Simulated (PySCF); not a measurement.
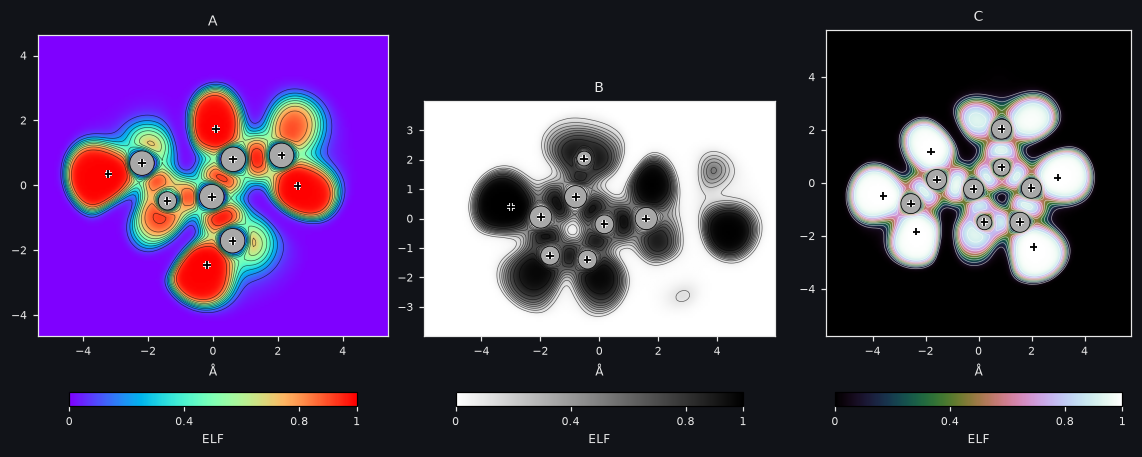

The ELF of 3 systems, each on a plane through atoms (crosses mark nuclei in the plane; grey discs cover the cores).

Method: PBE0/pcSseg-1, SCF density, gas phase, non-relativistic (PySCF).

System 1: C$_{5}$H$_{10}$O (SMILES C/C=C(\C)OC), the plane of atoms C3, C4 and H11. Geometry: GFN2-xTB.

```xyz
16

C    -2.0169   -0.4827    0.5403
C    -0.5296   -0.5580    0.3952
C     0.2154    0.3500   -0.2277
C    -0.3188    1.5934   -0.8821
O     1.5796    0.2936   -0.3726
C     2.2679   -0.8043    0.1658
H    -2.4636   -1.4451    0.2928
H    -2.2868   -0.2511    1.5718
H    -2.4472    0.2759   -0.1054
H    -0.0765   -1.4230    0.8553
H     0.5199    2.1690   -1.2637
H    -0.8714    2.2002   -0.1682
H    -0.9787    1.3423   -1.7105
H     3.3168   -0.6502   -0.0833
H     1.9259   -1.7475   -0.2732
H     2.1564   -0.8536    1.2543
```

System 2: C$_{7}$H$_{12}$FN$_{3}$ (SMILES CC(C)(C)Cn1nncc1F), the plane of atoms N6, N7 and N8. Geometry: GFN2-xTB.

```csv
atom,x (Å),y (Å),z (Å)
C,-2.2264,0.8389,-0.6281
C,-1.0061,0.1847,0.0230
C,-0.8945,-1.2707,-0.4364
C,-1.1320,0.2449,1.5451
C,0.2420,0.9787,-0.4243
N,1.4716,0.3536,-0.0250
N,1.9836,0.4567,1.1982
N,3.0570,-0.2322,1.2683
C,3.2999,-0.8233,0.0833
C,2.2776,-0.4501,-0.7544
F,2.0123,-0.7217,-2.0278
H,-2.2884,1.8915,-0.3611
H,-3.1359,0.3481,-0.2918
H,-2.1767,0.7603,-1.7119
H,-0.6803,-1.3280,-1.5019
H,-0.1089,-1.7927,0.1066
H,-1.8292,-1.7930,-0.2494
H,-0.2152,-0.0922,2.0233
H,-1.3269,1.2634,1.8727
H,-1.9512,-0.3871,1.8790
H,0.2546,1.0704,-1.5139
H,0.2186,1.9740,0.0255
H,4.1499,-1.4471,-0.0890
```

System 3: C$_{7}$H$_{10}$NO (charge +1), the plane of atoms C2, C3 and O4. Geometry: GFN2-xTB.

```json
{"atom": "C", "x (Å)": "2.7516", "y (Å)": "-1.2893", "z (Å)": "0.2764"}
{"atom": "C", "x (Å)": "1.5276", "y (Å)": "-0.9945", "z (Å)": "-0.1655"}
{"atom": "C", "x (Å)": "0.8728", "y (Å)": "0.2440", "z (Å)": "0.1559"}
{"atom": "O", "x (Å)": "1.4318", "y (Å)": "1.1731", "z (Å)": "0.9041"}
{"atom": "C", "x (Å)": "0.5695", "y (Å)": "2.1978", "z (Å)": "1.0128"}
{"atom": "C", "x (Å)": "-0.5492", "y (Å)": "1.8940", "z (Å)": "0.3129"}
{"atom": "N", "x (Å)": "-0.3403", "y (Å)": "0.6530", "z (Å)": "-0.2309"}
{"atom": "C", "x (Å)": "-1.3110", "y (Å)": "-0.0833", "z (Å)": "-1.0148"}
{"atom": "C", "x (Å)": "-2.1249", "y (Å)": "-1.0176", "z (Å)": "-0.1249"}
{"atom": "H", "x (Å)": "3.3084", "y (Å)": "-0.6124", "z (Å)": "0.9030"}
{"atom": "H", "x (Å)": "3.2249", "y (Å)": "-2.2205", "z (Å)": "0.0194"}
{"atom": "H", "x (Å)": "0.9738", "y (Å)": "-1.6809", "z (Å)": "-0.7877"}
{"atom": "H", "x (Å)": "0.8581", "y (Å)": "3.0537", "z (Å)": "1.5909"}
{"atom": "H", "x (Å)": "-1.4513", "y (Å)": "2.4501", "z (Å)": "0.1597"}
{"atom": "H", "x (Å)": "-1.9668", "y (Å)": "0.6426", "z (Å)": "-1.4986"}
{"atom": "H", "x (Å)": "-0.7856", "y (Å)": "-0.6468", "z (Å)": "-1.7879"}
{"atom": "H", "x (Å)": "-2.8513", "y (Å)": "-1.5485", "z (Å)": "-0.7323"}
{"atom": "H", "x (Å)": "-2.6615", "y (Å)": "-0.4567", "z (Å)": "0.6358"}
{"atom": "H", "x (Å)": "-1.4864", "y (Å)": "-1.7486", "z (Å)": "0.3646"}
```

Match each panel to its system.

Panel A is system 1, C$_{5}$H$_{10}$O: the plane holds C, O and H. C–C (1.33 Å): the ELF peaks at about 0.90 between the atoms: a short, multiple covalent bond. Panel B is system 2, C$_{7}$H$_{12}$FN$_{3}$: the plane holds C, N, F and H. N–N (1.28 Å): the ELF peaks at about 0.90 between the atoms: a covalent bond. Panel C is system 3, C$_{7}$H$_{10}$NO: the plane holds C, O, N and H. C–O (1.32 Å): the ELF peaks at about 0.90 between the atoms (a shared but strongly polarised pair).
